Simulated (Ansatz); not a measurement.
## Geometry relaxation, with input and output: C2H9BSSi (part 2 of 2)

Continued. System: C2H9BSSi. Method: RKS r2SCAN-D4/6-31G* (Ansatz 0.2.0). It belongs to a series of runs on one base structure; here: end point B relaxed.

Geometry of the input (Å):
```
B  -0.6833  -1.2782  1.6978
C  0.4648  -1.1829  0.6481
Si 0.5346  0.5169  -0.1463
C  -0.8940  0.8560  -1.1475
S  2.2898  0.5961  -1.4295
H  -0.7400  -0.4975  2.6217
H  -1.5916  -1.9951  1.5309
H  0.3493  -1.9227  -0.1507
H  1.4232  -1.3785  1.2206
H  3.2060  -0.3990  -1.1561
H  -1.8695  0.8230  -0.4629
H  -1.0487  0.0748  -1.9110
H  -0.9366  1.8698  -1.6371
H  1.9943  1.9508  -1.7468
```

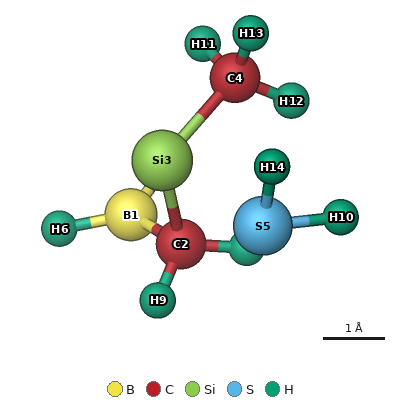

Fig. 1: The geometry at step 16 of the log (ball-and-stick view, seen at a tilt; atoms are numbered from 1 in the order of the input).

### Trajectory as extended XYZ, continued
```
14
Properties=species:S:1:pos:R:3:forces:R:3 step=6 energy=-21603.63396
B    -0.7446   -1.3086    1.6972    0.0945   0.0059   0.0936
C     0.4556   -1.1186    0.7492   -0.0182  -0.1867   0.1505
Si    0.4040    0.7351    0.1627   -0.2220   0.2622   0.0799
C    -0.9786    0.8114   -1.1629    0.0053  -0.0523  -0.0058
S     2.4810    0.6086   -0.9188    0.5090  -0.0418  -1.2214
H    -0.7540   -0.7322    2.7605   -0.0281  -0.0921  -0.0960
H    -1.7076   -1.9709    1.3993    0.0640   0.1000  -0.0405
H     0.5029   -1.8181   -0.0973   -0.0235   0.0696   0.0242
H     1.4138   -1.1125    1.3012   -0.1392  -0.0774   0.0204
H     3.0170   -0.2893   -1.9468   -0.5791   0.7160   0.5698
H    -1.9404    0.8124   -0.6182    0.1213  -0.0132  -0.0019
H    -1.0317   -0.0052   -1.8936    0.0484  -0.0508  -0.0093
H    -0.9335    1.7701   -1.6960   -0.0155  -0.0412  -0.0601
H     2.3144    1.6515   -1.8053    0.1829  -0.5983   0.4966
14
Properties=species:S:1:pos:R:3:forces:R:3 step=8 energy=-21603.82652
B    -0.7647   -1.2865    1.7052    0.0442  -0.0401   0.1255
C     0.4376   -1.0630    0.7787    0.0026  -0.1013   0.0660
Si    0.4087    0.8256    0.2429   -0.0544  -0.0418  -0.0550
C    -0.9013    0.7289   -1.1545   -0.0160   0.1324  -0.0140
S     2.4822    0.5782   -0.9759    0.1591   0.0573  -0.4462
H    -0.7133   -0.9178    2.8516   -0.0381  -0.0068  -0.0343
H    -1.7907   -1.7836    1.3157    0.0285   0.0689  -0.0409
H     0.4276   -1.6811   -0.1291    0.0442  -0.0009   0.0312
H     1.3965   -1.1402    1.3147   -0.0479  -0.0641   0.0162
H     2.6918   -0.1647   -2.1424   -0.1942   0.2287   0.3359
H    -1.8811    0.7923   -0.6522    0.0082  -0.0273  -0.0289
H    -0.9000   -0.1985   -1.7425    0.0192   0.0122  -0.0010
H    -0.8501    1.5914   -1.8328   -0.0144  -0.0451  -0.0222
H     2.4553    1.7525   -1.6481    0.0590  -0.1721   0.0678
14
Properties=species:S:1:pos:R:3:forces:R:3 step=10 energy=-21603.85586
B    -0.7806   -1.2717    1.7179   -0.1377  -0.3334   0.1932
C     0.4622   -1.0665    0.8400   -0.0222   0.1012  -0.0767
Si    0.4175    0.8340    0.2775    0.0422   0.1364   0.0545
C    -0.8487    0.7206   -1.1692    0.0083  -0.1075  -0.0092
S     2.4823    0.5879   -1.0310   -0.0729  -0.1558  -0.1302
H    -0.7377   -1.0406    2.9119   -0.0764   0.0395  -0.3360
H    -1.8276   -1.6741    1.2412    0.2581   0.2114   0.1228
H     0.4708   -1.6796   -0.0717   -0.0089  -0.0195   0.0289
H     1.4011   -1.1617    1.4045   -0.0208   0.0094  -0.0198
H     2.4096   -0.1053   -2.2187    0.0058   0.0851   0.1467
H    -1.8498    0.7468   -0.7071    0.0363  -0.0231  -0.0296
H    -0.7892   -0.2127   -1.7505   -0.0368   0.0711   0.0002
H    -0.8048    1.5762   -1.8583    0.0478  -0.0427   0.0637
H     2.4932    1.7803   -1.6551   -0.0227   0.0279  -0.0085
14
Properties=species:S:1:pos:R:3:forces:R:3 step=11 energy=-21603.85329 accepted=F
B    -0.7956   -1.2450    1.6839    0.0659   0.1510  -0.0532
C     0.4830   -1.0825    0.8529    0.1468   0.0011   0.0296
Si    0.4972    0.8273    0.2845   -0.3184  -0.2593   0.1040
C    -0.8064    0.6921   -1.1401   -0.0702   0.2068  -0.0134
S     2.4772    0.5585   -1.0663   -0.0213   0.1270  -0.0992
H    -0.8166   -0.9157    2.8368   -0.0201  -0.0112   0.1091
H    -1.8214   -1.6027    1.1765   -0.0901  -0.0790  -0.0315
H     0.5107   -1.7291   -0.0346    0.0175   0.0562  -0.0555
H     1.3949   -1.1971    1.4578   -0.0085   0.0200  -0.0269
H     2.2896   -0.0862   -2.2591    0.0215  -0.0172  -0.0217
H    -1.7954    0.5601   -0.6604    0.1890   0.0376  -0.0635
H    -0.6828   -0.1541   -1.8367    0.0358   0.0705   0.1063
H    -0.8651    1.6276   -1.7216   -0.0058  -0.1681   0.0174
H     2.4291    1.7805   -1.6424    0.0580  -0.1355  -0.0017
14
Properties=species:S:1:pos:R:3:forces:R:3 step=13 energy=-21603.87464
B    -0.7784   -1.2752    1.6892    0.0123   0.0484   0.0034
C     0.4867   -1.0688    0.8459    0.0146  -0.0338   0.0194
Si    0.4395    0.8409    0.3113   -0.0527  -0.0073   0.0374
C    -0.8143    0.7115   -1.1463    0.0104   0.0266   0.0148
S     2.4510    0.5707   -1.0402   -0.0108  -0.0182  -0.0622
H    -0.7908   -0.9835    2.8564   -0.0064  -0.0095  -0.0001
H    -1.8069   -1.6475    1.1880   -0.0059  -0.0207  -0.0138
H     0.5202   -1.6855   -0.0625    0.0054   0.0057  -0.0107
H     1.4106   -1.1642    1.4335    0.0054   0.0039  -0.0045
H     2.2640   -0.1163   -2.2098    0.0102   0.0103   0.0357
H    -1.8221    0.6852   -0.7032    0.0022   0.0121   0.0000
H    -0.7205   -0.1915   -1.7659    0.0178  -0.0158   0.0000
H    -0.7836    1.5935   -1.7991   -0.0089   0.0057  -0.0132
H     2.4428    1.7641   -1.6661    0.0064  -0.0072  -0.0063
14
Properties=species:S:1:pos:R:3:forces:R:3 step=15 energy=-21603.87684
B    -0.7774   -1.2854    1.6647    0.0220  -0.0075  -0.0125
C     0.5050   -1.0630    0.8538   -0.0004   0.0080   0.0089
Si    0.4361    0.8560    0.3400    0.0040   0.0039  -0.0037
C    -0.8066    0.7295   -1.1275   -0.0034  -0.0103  -0.0088
S     2.4419    0.5797   -1.0427    0.0041  -0.0820   0.0417
H    -0.8222   -0.9980    2.8314   -0.0087   0.0059   0.0171
H    -1.7870   -1.6720    1.1369   -0.0100  -0.0081  -0.0133
H     0.5666   -1.6658   -0.0626   -0.0034   0.0002   0.0046
H     1.4192   -1.1486    1.4578   -0.0006   0.0031  -0.0029
H     2.2263   -0.1728   -2.1620   -0.0054  -0.0079  -0.0045
H    -1.8210    0.7179   -0.6993    0.0023   0.0027   0.0043
H    -0.7113   -0.1810   -1.7375   -0.0016   0.0028   0.0061
H    -0.7602    1.6043   -1.7897    0.0005   0.0033   0.0026
H     2.3889    1.7327   -1.7319    0.0008   0.0860  -0.0396
14
Properties=species:S:1:pos:R:3:forces:R:3 step=16 energy=-21603.87730
B    -0.7777   -1.2863    1.6612    0.0167   0.0042  -0.0095
C     0.5077   -1.0619    0.8558    0.0034   0.0057   0.0149
Si    0.4381    0.8568    0.3410    0.0013   0.0030  -0.0027
C    -0.8060    0.7287   -1.1253   -0.0036  -0.0004  -0.0039
S     2.4402    0.5755   -1.0457   -0.0007  -0.0266  -0.0024
H    -0.8295   -0.9955    2.8270   -0.0069   0.0014   0.0130
H    -1.7841   -1.6753    1.1289   -0.0089  -0.0118  -0.0120
H     0.5742   -1.6658   -0.0594   -0.0030  -0.0020  -0.0001
H     1.4197   -1.1451    1.4635   -0.0009   0.0012  -0.0025
H     2.2120   -0.1718   -2.1665    0.0006   0.0050   0.0041
H    -1.8200    0.7206   -0.6961    0.0010   0.0035   0.0035
H    -0.7138   -0.1831   -1.7334    0.0013  -0.0015   0.0035
H    -0.7579    1.6023   -1.7891   -0.0020   0.0017   0.0010
H     2.3952    1.7345   -1.7309    0.0017   0.0166  -0.0067
14
Properties=species:S:1:pos:R:3:forces:R:3 step=18 energy=-21603.87821
B    -0.7814   -1.2936    1.6387   -0.0188   0.0188   0.0018
C     0.5240   -1.0532    0.8709    0.0084   0.0044   0.0138
Si    0.4494    0.8641    0.3471    0.0056   0.0034  -0.0026
C    -0.8077    0.7322   -1.1084   -0.0075   0.0055   0.0108
S     2.4351    0.5587   -1.0670   -0.0027   0.0263  -0.0491
H    -0.8782   -0.9894    2.8002    0.0010  -0.0139  -0.0268
H    -1.7635   -1.7072    1.0769    0.0197  -0.0019   0.0105
H     0.6215   -1.6609   -0.0393   -0.0019  -0.0013   0.0047
H     1.4212   -1.1225    1.5020   -0.0088  -0.0021  -0.0067
H     2.1633   -0.1743   -2.1873    0.0127   0.0211   0.0167
H    -1.8181    0.7482   -0.6705    0.0022  -0.0005  -0.0034
H    -0.7355   -0.1906   -1.7023    0.0019   0.0013   0.0001
H    -0.7508    1.5955   -1.7851   -0.0029  -0.0040   0.0004
H     2.4189    1.7266   -1.7446   -0.0087  -0.0571   0.0297
14
Properties=species:S:1:pos:R:3:forces:R:3 step=20 energy=-21603.87883
B    -0.7865   -1.2935    1.6243   -0.0147  -0.0033   0.0018
C     0.5320   -1.0484    0.8801    0.0048   0.0074   0.0083
Si    0.4625    0.8666    0.3461   -0.0004  -0.0089   0.0096
C    -0.8106    0.7352   -1.0960    0.0019  -0.0001   0.0021
S     2.4398    0.5506   -1.0822   -0.0120   0.0152  -0.0207
H    -0.9085   -0.9844    2.7825    0.0011  -0.0077  -0.0343
H    -1.7531   -1.7227    1.0467    0.0259   0.0119   0.0160
H     0.6466   -1.6601   -0.0260   -0.0029   0.0061   0.0139
H     1.4189   -1.1128    1.5262   -0.0151  -0.0014  -0.0114
H     2.1618   -0.1785   -2.2025    0.0083   0.0054   0.0029
H    -1.8168    0.7575   -0.6483    0.0080  -0.0025  -0.0020
H    -0.7482   -0.1904   -1.6868   -0.0019   0.0064   0.0031
H    -0.7569    1.5955   -1.7768   -0.0011  -0.0044   0.0005
H     2.4173    1.7189   -1.7560   -0.0018  -0.0240   0.0103
14
Properties=species:S:1:pos:R:3:forces:R:3 step=22 energy=-21603.87913
B    -0.7909   -1.2929    1.6139   -0.0038  -0.0151   0.0009
C     0.5372   -1.0458    0.8874    0.0033   0.0064   0.0040
Si    0.4722    0.8672    0.3477   -0.0026  -0.0134   0.0016
C    -0.8104    0.7368   -1.0862   -0.0005  -0.0010   0.0017
S     2.4401    0.5475   -1.0946   -0.0010   0.0019   0.0046
H    -0.9305   -0.9810    2.7689   -0.0002  -0.0007  -0.0254
H    -1.7467   -1.7303    1.0251    0.0196   0.0147   0.0114
H     0.6635   -1.6596   -0.0158   -0.0028   0.0083   0.0148
H     1.4161   -1.1085    1.5443   -0.0151  -0.0002  -0.0110
H     2.1628   -0.1817   -2.2145   -0.0007  -0.0040  -0.0047
H    -1.8138    0.7615   -0.6325    0.0066  -0.0018  -0.0021
H    -0.7534   -0.1900   -1.6758   -0.0021   0.0060   0.0044
H    -0.7593    1.5955   -1.7690    0.0002  -0.0026   0.0013
H     2.4115    1.7148   -1.7676   -0.0009   0.0015  -0.0015
14
Properties=species:S:1:pos:R:3:forces:R:3 step=23 energy=-21603.87923
B    -0.7943   -1.2953    1.5976   -0.0072   0.0341  -0.0154
C     0.5470   -1.0423    0.8968   -0.0038  -0.0216   0.0139
Si    0.4846    0.8682    0.3504   -0.0063  -0.0191  -0.0013
C    -0.8114    0.7387   -1.0718   -0.0001  -0.0046  -0.0007
S     2.4408    0.5406   -1.1095    0.0013  -0.0007   0.0200
H    -0.9625   -0.9720    2.7459    0.0063  -0.0160  -0.0214
H    -1.7359   -1.7381    0.9903    0.0239   0.0008   0.0164
H     0.6915   -1.6582   -0.0024   -0.0007   0.0125   0.0211
H     1.4145   -1.1009    1.5692   -0.0174   0.0004  -0.0169
H     2.1582   -0.1883   -2.2279   -0.0069  -0.0103  -0.0083
H    -1.8109    0.7696   -0.6096    0.0078  -0.0006  -0.0026
H    -0.7639   -0.1906   -1.6581   -0.0018   0.0069   0.0058
H    -0.7624    1.5944   -1.7586    0.0006  -0.0007   0.0024
H     2.4031    1.7076   -1.7810    0.0042   0.0189  -0.0130
14
Properties=species:S:1:pos:R:3:forces:R:3 step=25 energy=-21603.87940
B    -0.7960   -1.2930    1.5931    0.0075  -0.0043  -0.0022
C     0.5488   -1.0420    0.8992   -0.0033  -0.0079   0.0053
Si    0.4869    0.8676    0.3518   -0.0019  -0.0026  -0.0032
C    -0.8105    0.7389   -1.0688   -0.0014  -0.0038   0.0012
S     2.4395    0.5418   -1.1128    0.0044  -0.0065   0.0107
H    -0.9686   -0.9723    2.7409    0.0007  -0.0002  -0.0125
H    -1.7328   -1.7405    0.9833    0.0088   0.0070   0.0048
H     0.6973   -1.6588    0.0016   -0.0015   0.0068   0.0114
H     1.4129   -1.1002    1.5754   -0.0108   0.0012  -0.0092
H     2.1539   -0.1902   -2.2289   -0.0040  -0.0042  -0.0033
H    -1.8092    0.7713   -0.6055    0.0026   0.0004  -0.0021
H    -0.7652   -0.1907   -1.6547   -0.0006   0.0030   0.0026
H    -0.7611    1.5942   -1.7560    0.0004   0.0002   0.0019
H     2.4023    1.7073   -1.7875   -0.0009   0.0110  -0.0053
```

### Key numbers

| quantity | value |
| --- | --- |
| outcome | converged |
| total energy | −21603.8794 eV |
| mean-field energy | −21603.7894 eV |
| largest force (length of the vector) at the end | 0.014 eV/Å |
| hardware | 2 threads of AMD EPYC (Zen 3), 24 GiB of memory available, shared host |
| wall time | 99 s (CPU time 3.2 min) |
| peak memory | 0.2 GiB |
